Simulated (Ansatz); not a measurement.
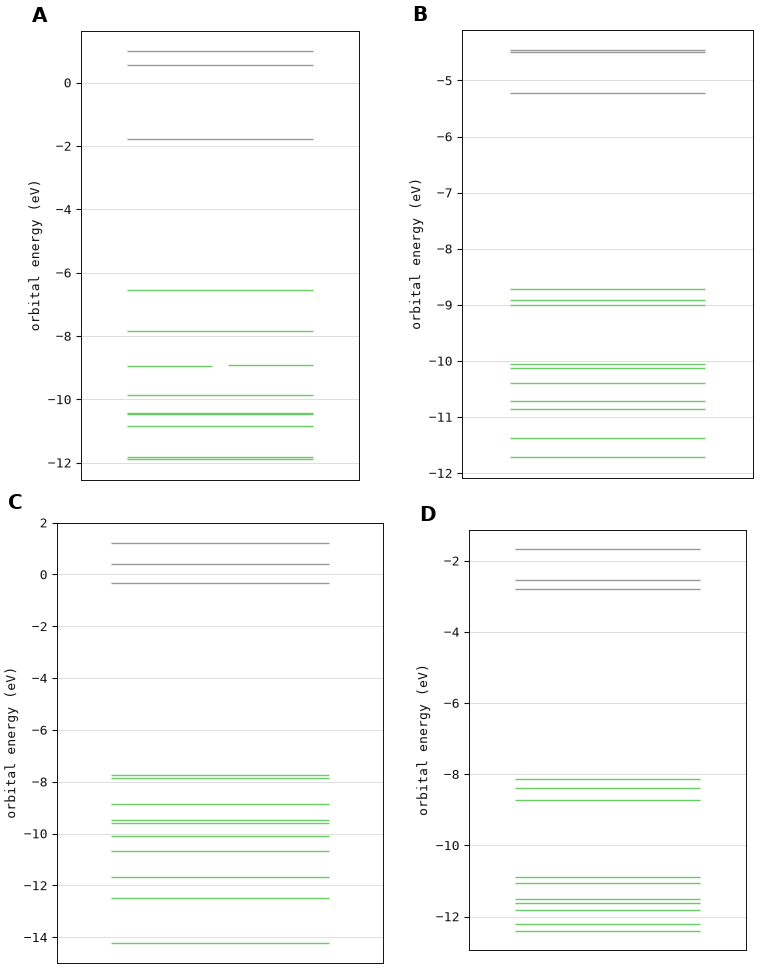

Kohn-Sham orbital energies near the frontier, HSE06/def2-TZVPP, the Ansatz code, at a PBE0-D4/def2-TZVP geometry (a minimum by its frequencies), isolated molecule; empty levels in grey, levels within 0.03 eV side by side.

**Which panel belongs to which molecule?**
1. C₄H₁₁Ga, SMILES C[C](C)(C)[GaH2], singlet
2. MoSCl₂F₂, SMILES [F][Mo]([F])(=[S])([Cl])[Cl], singlet
3. C₂H₇BrSi, SMILES CC[SiH2]Br
4. VN₂H₃F₂, SMILES [NH]=[V]([NH2])([F])[F], singlet

A: 1 (HOMO −6.56 eV, LUMO −1.78 eV)
B: 2 (HOMO −8.73 eV, LUMO −5.23 eV)
C: 3 (HOMO −7.74 eV, LUMO −0.32 eV)
D: 4 (HOMO −8.12 eV, LUMO −2.80 eV)

Limits of at least one run: core potentials past krypton; empty levels above zero depend strongly on the basis; no scalar relativity up to krypton; one conformer of a flexible molecule; spin-orbit coupling is left out, and with Br it can shift these levels and split any degenerate set.
